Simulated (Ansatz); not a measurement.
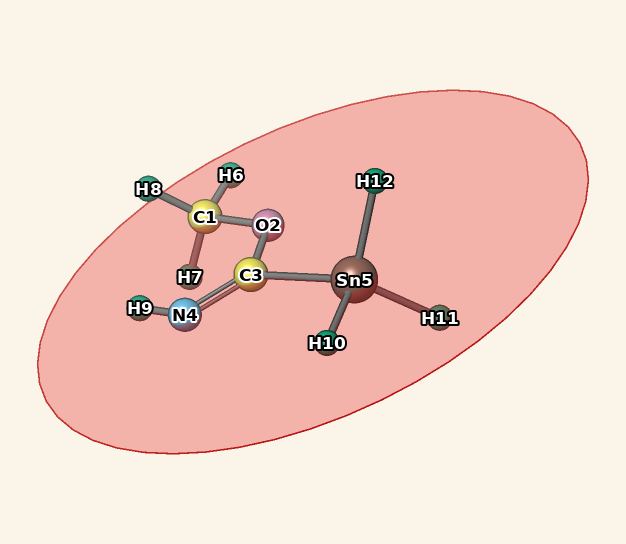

A disc through the centre of mass is drawn in. Distant atoms are faded towards the background colour. Computed geometry: PBE0-D4/def2-TZVP optimisation. No frequency run is at hand to confirm it as a minimum.

Question: Is the plane of the disc a mirror plane of the structure?

Answer: Yes. The reflection leaves C1, O2, C3, N4, Sn5, H6, H9, H10 in place and moves H7 ↔ H8; H11 ↔ H12. The point group is Cs.
